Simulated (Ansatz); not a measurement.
# UCCSD/def2-SVP run of Si2NH5F (SMILES N[Si](F)[SiH3])

Aim: the vertical doublet–quartet gap of Si2NH5F at UCCSD/def2-SVP, from 2 runs. 

The calculation is run with Ansatz 0.2.0.

65 further runs of the same task are left out: 65 set aside as unsound or not needed.

## (1) Starting point

The species is Si2NH5F (9 atoms), meant as a doublet with charge 0. SMILES: `N[Si](F)[SiH3]`. The coordinates come from a PBE0-D4/def2-TZVP relaxation. This is one conformer, not always the lowest.

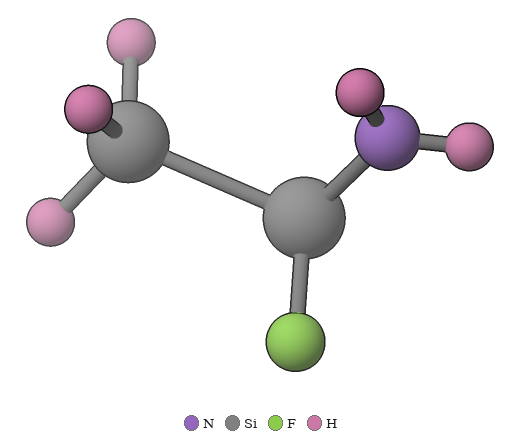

Viewed from a chosen angle; nitrogen purple, silicon grey, fluorine green, hydrogen pink.

## (2) A single-point energy at UCCSD/def2-SVP

job.yaml reads:

```yaml
crystal:
  periodic: [false, false, false]
  atoms:
    - {symbol: N, position_ang: [-0.977000, 1.372900, -0.683600]}
    - {symbol: Si, position_ang: [-0.847900, -0.322400, -0.578100]}
    - {symbol: F, position_ang: [-0.495500, -1.010700, -1.997200]}
    - {symbol: Si, position_ang: [0.823900, -0.883000, 0.969100]}
    - {symbol: H, position_ang: [-1.742300, 1.833700, -1.147400]}
    - {symbol: H, position_ang: [-0.198200, 1.993200, -0.528800]}
    - {symbol: H, position_ang: [1.132000, -2.331800, 0.856500]}
    - {symbol: H, position_ang: [2.078500, -0.103500, 0.756900]}
    - {symbol: H, position_ang: [0.315000, -0.594800, 2.335600]}
basis:
  gaussian:
    orbitals: def2-SVP
magnetization:
  spin_polarized: true
  initial_magnetization: 1
correlation:
  method: ccsd
  frozen_orbitals: {F: 1, H: 0, "N": 1, Si: 5}
accuracy: high
scf:
  omitted_lower_state_checks: [cluster_reference, increment]
```

The run is started by

```sh
$ ansatz run job.yaml --threads 1 --pin off --max-ram 3480MiB --events-out events.jsonl --progress --plain --runs-dir runs
```

The program printed, shortened:

```text
Warning: RAYON_NUM_THREADS=1 ignored (pool sized by the plan → 1); use --threads N
Functional definition: HF
  name "HF"
[...]
1921 factors; integrals over basis functions are off by at most 3.4e-9 eV
[...]
mean field -19983.99471107 eV, -734.3982599938 hartree, gradient 3.7e-8 eV, S^2 0.755695; 0 other end points of the search recorded, 0 dependent functions left out
12 core orbitals not correlated: weight in the atoms' cores, before any rotation towards them, 1.000 or more for the frozen orbitals, at most 0.000 for the correlated occupied ones
reference -19983.99471107 eV, -734.3982599938 hartree; 13, 12 occupied and 64, 65 virtual orbitals, 1921 factors
second order -14.51523109 eV of doubles, -0.00000000 eV of singles
cycle   1  -15.20674299 eV  change   -6.9e-1 eV  update   9.5e-2
[...]
cycle  24  -15.72360883 eV  change  -4.5e-10 eV  update   1.6e-9
Total energy: -19999.71831991 eV, -734.9760919606 hartree
Checks for a lower state left out: cluster_reference, increment
```

Run time: 47 s. Hardware: 1 thread of Arm Neoverse V2, shared host; peak memory 0.91 GiB.

## (3) The quartet, same level

in.yaml reads:

```yaml
crystal:
  periodic: [false, false, false]
  atoms:
    - symbol: N
      position_ang: [-0.977000, 1.372900, -0.683600]
    - symbol: Si
      position_ang: [-0.847900, -0.322400, -0.578100]
    - symbol: F
      position_ang: [-0.495500, -1.010700, -1.997200]
    - symbol: Si
      position_ang: [0.823900, -0.883000, 0.969100]
    - symbol: H
      position_ang: [-1.742300, 1.833700, -1.147400]
    - symbol: H
      position_ang: [-0.198200, 1.993200, -0.528800]
    - symbol: H
      position_ang: [1.132000, -2.331800, 0.856500]
    - symbol: H
      position_ang: [2.078500, -0.103500, 0.756900]
    - symbol: H
      position_ang: [0.315000, -0.594800, 2.335600]
basis:
  gaussian: {orbitals: def2-SVP}
magnetization: {spin_polarized: true, initial_magnetization: 3}
correlation: {method: ccsd, frozen_orbitals: {F: 1, H: 0, "N": 1, Si: 5}}
accuracy: high
scf: {omitted_lower_state_checks: [cluster_reference, increment]}
```

The run is started by

```sh
$ ansatz run in.yaml --threads 1 --pin off --max-ram 3480MiB --events-out events.jsonl --progress --plain --runs-dir runs
```

The program printed:

```text
Warning: RAYON_NUM_THREADS=1 ignored (pool sized by the plan → 1); use --threads N
[... 16 lines left out ...]
12 core orbitals not correlated: weight in the atoms' cores, before any rotation towards them, 1.000 or more for the frozen orbitals, at most 0.000 for the correlated occupied ones
[... 40 lines left out ...]
Total energy: -19992.97067138 eV, -734.7281204510 hartree
Checks for a lower state left out: cluster_reference, increment
```

Run time: 90 s. Hardware: 1 thread of Arm Neoverse V2, shared host; peak memory 0.91 GiB.

## (4) What came out

Level: UCCSD/def2-SVP, 12 core orbitals frozen.

| quantity | value |
| --- | --- |
| doublet: total energy | -734.97609 Eh |
| doublet: correlation energy (12 core orbitals frozen) | -577.8 mEh |
| doublet: ⟨S²⟩ of the reference determinant | 0.756 |
| doublet: T1 diagnostic | 0.014 |
| quartet: total energy | -734.72812 Eh |
| quartet: correlation energy (12 core orbitals frozen) | -559.4 mEh |
| quartet: ⟨S²⟩ of the reference determinant | 3.762 |
| quartet: T1 diagnostic | 0.023 |
| vertical energy of the quartet above the doublet | 6.748 eV |

In words: At this shape the quartet lies 6.75 eV (156 kcal/mol) above the doublet.
